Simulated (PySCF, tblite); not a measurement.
**C6H7F: geometry, infrared bands and NMR shifts**

Wanted: the infrared bands and NMR shifts of C6H7F (`C=CC1=C(CF)C1`), by calculation.

The runs use tblite 0.8.0 and PySCF 2.14.0, with density-fitted response routines of our own; the level of theory stands in each step. All values are computed, except where a source is named. Atoms count from 0, in the outputs and in this text.

## Step 1: The molecule as given

14 atoms, charge 0, multiplicity 1; geometry from: force field or distance geometry start.

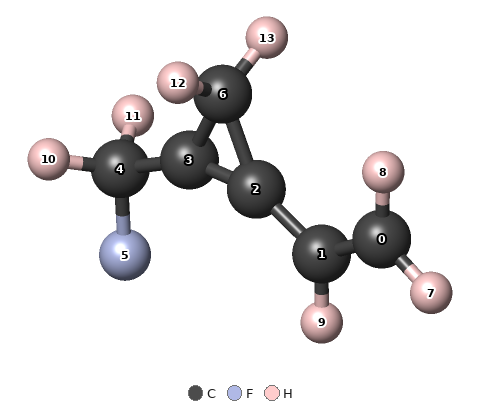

As it starts; carbon dark grey, fluorine light blue, hydrogen pink, atoms numbered.

## Step 2: Optimising the geometry with GFN2-xTB

What the job is given:

```
{"job": {"kind": "relax", "xc": "GFN2-xTB", "basis": "xTB"}, "charge": 0, "multiplicity": 1}
C      2.061800     1.597700     0.668400
C      1.576200     0.447300     0.184700
C      0.235500     0.155400     0.068600
C     -0.770000    -0.595500    -0.263000
C     -1.406600    -1.798900    -0.738200
F     -0.487600    -2.728100    -1.116200
C     -1.083900     0.710100     0.270200
H      3.128900     1.772900     0.752700
H      1.401100     2.400200     0.989500
H      2.273400    -0.334700    -0.109000
H     -2.043100    -2.250400     0.020100
H     -2.026800    -1.584700    -1.620100
H     -1.443300     0.756000     1.301800
H     -1.416100     1.452200    -0.431700
```

Run with:

```sh
OMP_NUM_THREADS=1 python probes_run.py task.json out
```

The driver reads the jobs from task.json and runs them one after another.

**Question.** This job is followed by: GFN2-xTB harmonic vibrations, gas phase; GIAO PBE0/pcSseg-1 NMR shielding, non-relativistic, gas phase. What will the session give for the following? strongest single infrared mode (GFN2-xTB); zero-point energy (GFN2-xTB); 13C shifts against TMS (PBE0/pcSseg-1); 1H shifts against TMS (PBE0/pcSseg-1, means over atoms taken as alike); 19F shifts against CFCl3 (PBE0/pcSseg-1); surface potential, least and greatest.

As calculated:

```
                                                              quantity                                       value
                             strongest single infrared mode (GFN2-xTB)                        3020 cm⁻¹, 61 km/mol
                                          zero-point energy (GFN2-xTB)                               67.6 kcal/mol
                                13C shifts against TMS (PBE0/pcSseg-1)  131.2, 130.9, 120.9, 117.9, 86.9, 11.2 ppm
1H shifts against TMS (PBE0/pcSseg-1, means over atoms taken as alike)            7.21, 6.05, 5.95, 5.84, 1.18 ppm
                              19F shifts against CFCl3 (PBE0/pcSseg-1)                                  -252.4 ppm
                                 surface potential, least and greatest                          -1.02 V and 1.03 V
```

What this shows: Relaxing lowered the energy by 0.230 eV in 42 steps; the close pair that moved most is C2–C6, from 1.445 to 1.505 Å. All 36 modes are real, so the xTB geometry is a minimum. The strongest single mode, at 3020 cm⁻¹, moves mainly H12 and H13. GFN2-xTB is a fitted tight-binding method: band positions and strengths are rough. Its intensities can rank the bands wrongly. H9 (hydrogen on an alkene CH) lies farthest downfield among hydrogen, at 7.21 ppm; attached to an sp2 carbon and in the plane of the double bond. By nearest atom (PBE0/pcSseg-1), the HOMO sits on C3 27 %; C0, C2 about 19 % each and the LUMO on C0, C3 about 24 % each; C1, C2 about 14 % each.
